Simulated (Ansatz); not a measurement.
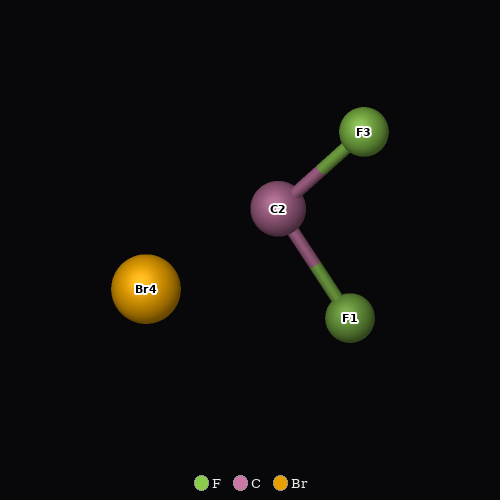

The system is CBrF2, charge −1; the picture shows the reference structure. 
- Coordinates scanned: (1) bond length F1–C2; (2) bond length C2–F3.
- Nothing is relaxed (all other coordinates rigid).
- The grid has 11 × 11 points.
- Energies are in kJ/mol, from the lowest grid point.
- The reference is spin-restricted, which grows unreliable where a bond is stretched far.
- These are results of Ansatz, RKS r2SCAN0-D4/def2-TZVPD, not measurements.

Its coordinates:

```xyz
4

F     0.7077    0.4181    1.0489
C    -0.2486   -0.3494    0.5068
F     0.4691   -1.2304   -0.2045
Br   -0.9281    1.1617   -1.3512
```

Range: bond length F1–C2 from 1.180 to 1.676 Å; bond length C2–F3 from 1.099 to 2.011 Å.

Predict the map.

The lowest grid point is at bond length F1–C2 = 1.329 Å, bond length C2–F3 = 1.373 Å. It is the only kind of minimum in the scanned range. The highest grid point, bond length F1–C2 = 1.676 Å, bond length C2–F3 = 2.011 Å, lies 317 kJ/mol above the lowest. Round the minimum the valley is somewhat tilted: raising bond length F1–C2 shifts the best value of bond length C2–F3 downwards (coupling k₁₂/√(k₁₁k₂₂) about 0.2).

```tsv
bond length C2–F3 ↓, bond length F1–C2 →	1.180	1.229	1.279	1.329	1.378	1.428	1.477	1.527	1.577	1.626	1.676
2.011	183	169	167	174	188	205	225	247	270	293	317
1.920	161	146	143	149	162	178	197	219	241	263	286
1.829	139	122	117	122	134	149	168	188	209	231	253
1.737	115	96	90	94	104	118	136	155	176	196	218
1.646	92	71	63	65	74	87	103	122	141	161	182
1.555	72	48	38	38	45	57	71	88	107	126	145
1.464	56	29	17	14	19	29	42	58	75	93	111
1.373	51	21	5	0	3	10	22	36	51	67	85
1.282	68	33	13	5	5	10	19	31	44	59	74
1.190	125	85	60	48	44	46	51	60	71	83	97
1.099	256	208	177	159	150	147	149	154	162	171	181
```

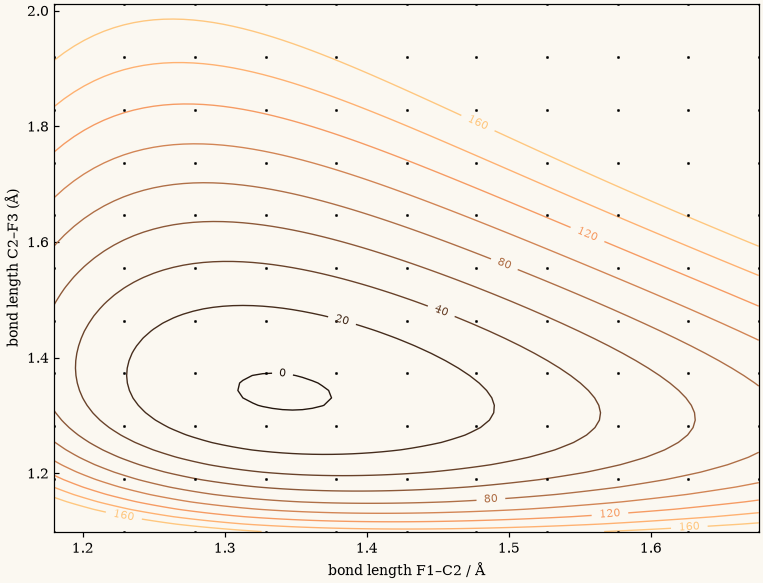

Drawn: contour lines labelled in kJ/mol (none above 160), dots at the grid points. Between grid points the surface is interpolated.

Each point was launched as `ansatz run input.yaml --threads 1 --pin off --max-ram 2560MiB --backend cpu --events-out ev --progress --plain --runs-dir out`. Time for the 121 points that were run: 9.7 min on 1 thread of AMD EPYC 9R45 96-Core Processor (Zen 5) (shared host).
